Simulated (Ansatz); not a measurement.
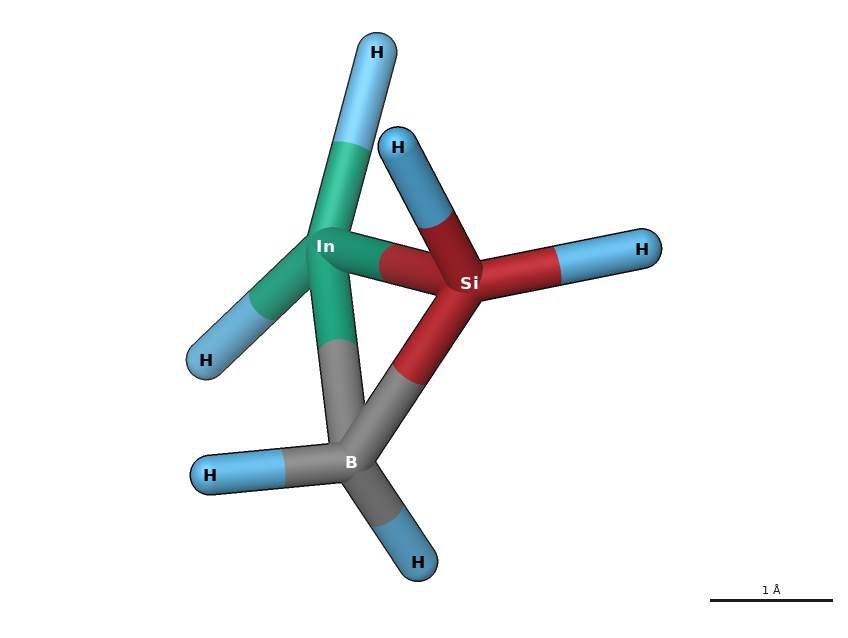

The geometry was computed by an optimisation with PBE0-D4/def2-TZVP.

Question: What is the molecular formula?

Answer: BH6InSi, 9 atoms: 1 boron, 6 hydrogen, 1 indium and 1 silicon.

Question: How many atoms are distinct by symmetry?

Answer: 7: 1 B, 1 Si, 1 In, 2 H, 2 H, 1 H, 1 H.

Question: Count the bonded pairs by element.

Answer: 2 B–H, 2 In–H, 2 Si–H, 1 B–Si, 1 In–Si, 1 B–In. Sticks follow a distance rule.

Question: Give the symmetry (Schoenflies symbol).

Answer: Cs.

More results for the same structure follow; atom numbers are the same in all pictures, views and colours differ.

## Shape

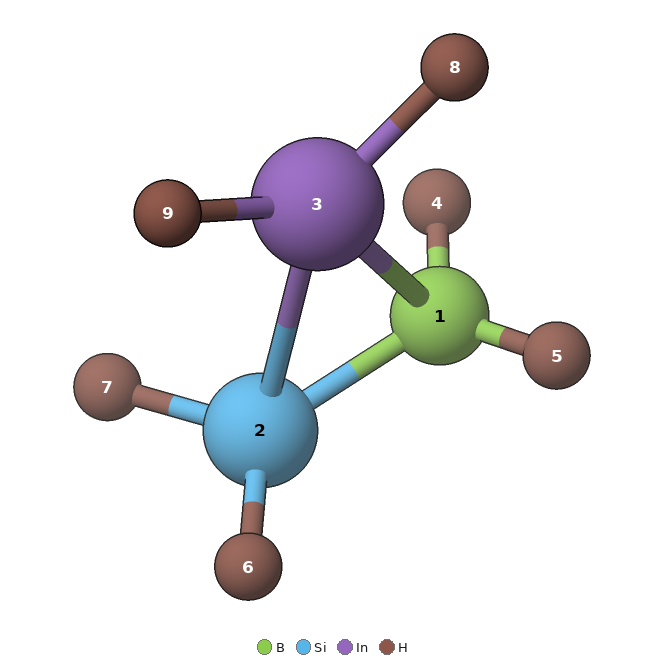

Question: Which bond is the longest?

Answer: Si2–In3, 2.737 Å.

## Dipole moment

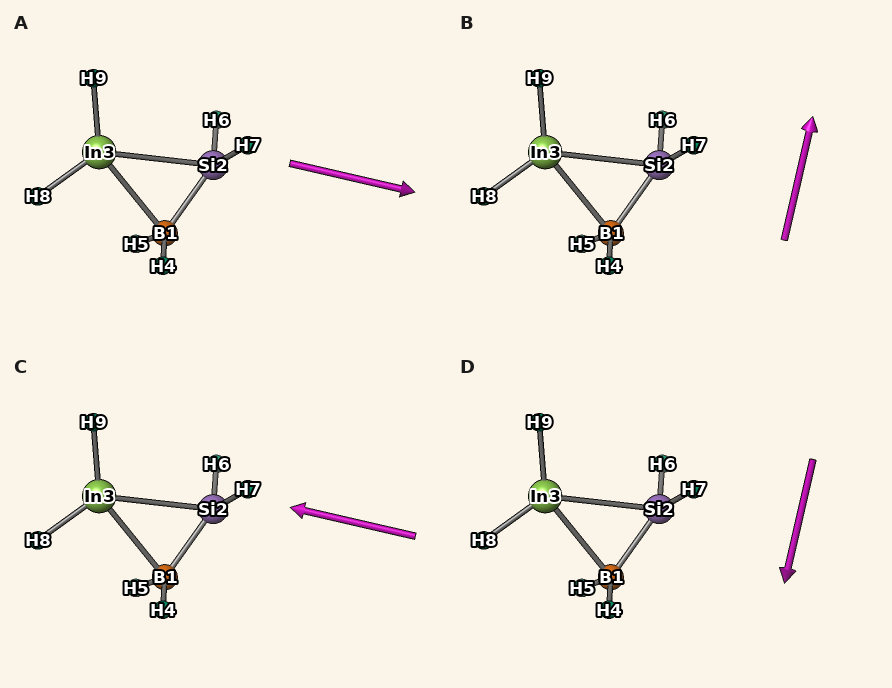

The same molecule four times, each with an arrow. Properties computed with RKS r2SCAN-D4/def2-TZVPP, core potentials on In (Ansatz 0.2.0).

Question: Which arrow points along the dipole moment, from the negative to the positive end?

Answer: B. The dipole moment is 1.06 D; it points from the side of H4, H5 to the side of H9 (the outermost atoms at the two ends).

## Charges

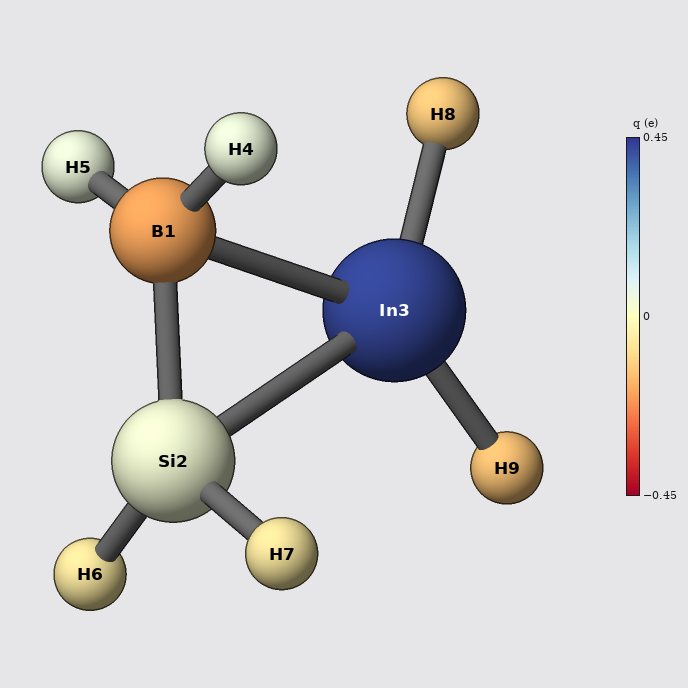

Atoms are coloured by their Mulliken charges. Properties computed with RKS B3LYP-D4/def2-TZVPP, core potentials on In (Ansatz 0.2.0).

Question: Which atom carries the highest charge (most positive or least negative)?

Answer: In3 (0.42 e).

Question: And the lowest?

Answer: B1 (−0.19 e).

List the Mulliken charges.

```
atom  value (e)
  B1      −0.19
 Si2       0.03
 In3       0.42
  H4       0.05
  H5       0.05
  H6      −0.05
  H7      −0.05
  H8      −0.12
  H9      −0.14
```

## Thermal motion

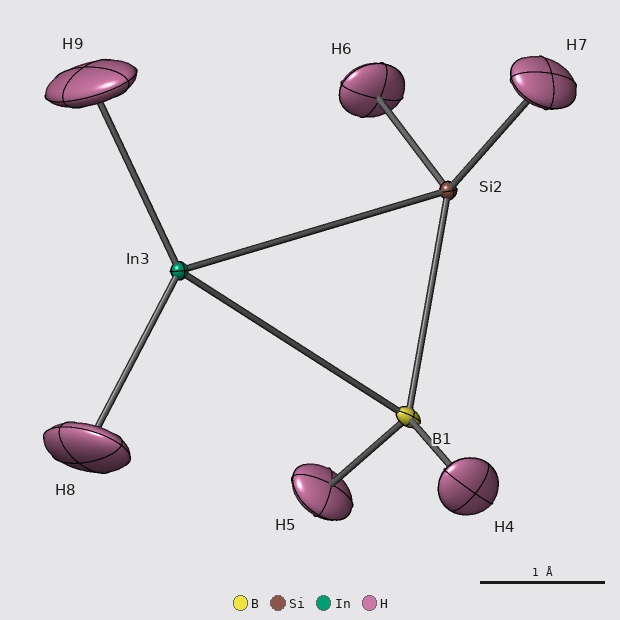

Displacement ellipsoids at the 50 % level, from the internal vibrations of the free molecule (harmonic, no overall translation or rotation; no half-axis is drawn under 0.075 Å). Vibrations computed with RKS PBE0-D4/def2-TZVP, core potentials on In (Ansatz 0.2.0). Temperature: 0 K (zero-point motion alone).

Question: Which atom has the largest mean-square displacement?

Answer: H9, with U_eq = 0.0547 Å².

Question: Does H9 move more along its bond or across it?

Answer: Across it: the root-mean-square amplitude is 0.097 Å along the bond and up to 0.339 Å across, since bending and torsion are softer than stretching.

List U_eq and the three principal root-mean-square amplitudes for each kind of atom.

```tsv
atom	U_eq (Å²)	rms amplitudes (Å)
B1	0.0030	0.034, 0.041, 0.078
Si2	0.00094	0.015, 0.017, 0.048
In3	0.00008	0.003, 0.007, 0.014
H4, H5	0.0223	0.085, 0.158, 0.186
H6, H7	0.0242	0.087, 0.161, 0.198
H8	0.0490	0.096, 0.197, 0.314
H9	0.0547	0.097, 0.199, 0.339
```

Mulliken values depend strongly on the basis set and can even reverse the polarity of a bond.
